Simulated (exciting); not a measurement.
Consider BaLiF3, space group Pm-3m.

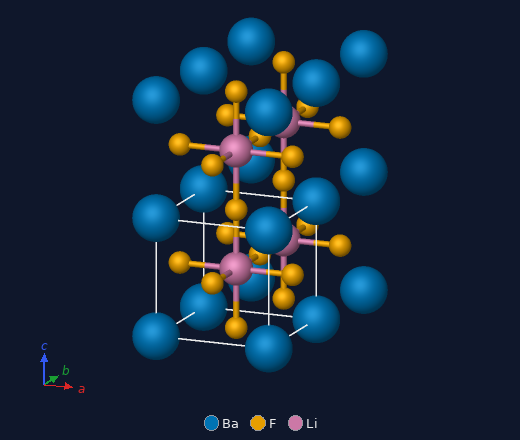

The structure (barium blue, fluorine orange, lithium pink). 1×2×2 cells are drawn. Some periodic images of atoms are drawn too.

```xyz
5
Lattice="3.9886 0.0000 0.0000 0.0000 3.9886 0.0000 0.0000 0.0000 3.9886" Properties=species:S:1:pos:R:3 pbc="T T T"
Ba    0.0000    0.0000    0.0000
F     1.9943    0.0000    1.9943
F     1.9943    1.9943    0.0000
F     0.0000    1.9943    1.9943
Li    1.9943    1.9943    1.9943
```

Absorber: atom 2, with 2 Li at 1.99 Å (linear, site symmetry 4/mmm). Method: exciting, all-electron LAPW+lo, LDA, exchange and screened direct term (singlet BSE), 4×4×4 shifted k points, 36 conduction bands, |G+q| up to 3 bohr⁻¹, full RPA screening with nempty = 60, Lorentzian half width 0.45 eV.

**Question.** Predict the F K near-edge structure at this level.

Bound core exciton? Yes on this mesh: the first bright state (over 5 % of the brightest) lies at -0.71 eV from the Kohn–Sham onset and at -0.99 eV from the lowest bare transition of its own mesh; weaker or dark states reach down to -1.14 eV. Maxima (height): -0.6 eV (1.00), 0.4 eV (0.97), 3.4 eV (0.34), 6.6 eV (0.67), 11.4 eV (0.19) and 15.2 eV (0.20).

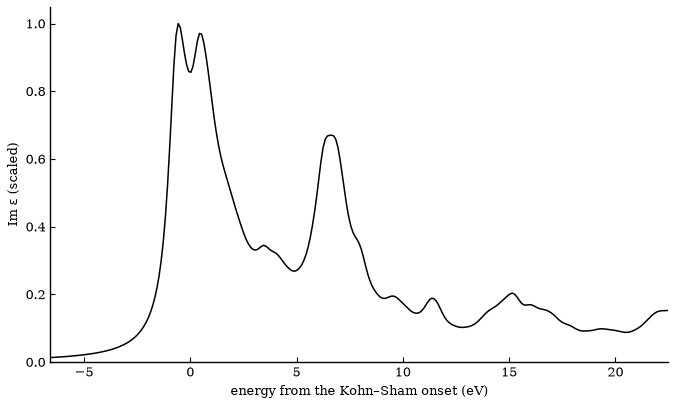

Energy from the Kohn–Sham onset, core level to the lowest empty state found on the meshes used; Im ε in relative units.

A mesh of 64 points doesn't converge binding energies, and fine structure above the first lines is partly noise of the mesh. Exchange and the short-range direct term aren't converged in the kernel cutoff. The zero comes from the unshifted 4×4×4 ground-state mesh; it is exact only where the band minimum lies on that mesh. The structure is a Materials Project entry, computed there, and may be a hypothetical form.

[Banner, clock and machine lines of the logs are left out without a mark of their own.]

[Logs are printed without paths, hosts, clocks, repeated set-up lines and the standing remarks that a program may print on its own settings, such as how far it seeks lower states.]

[Hosts, paths, dates, database ids (printed as entryN), source tags and the programs' standing remarks are cut or masked in the printed files.]
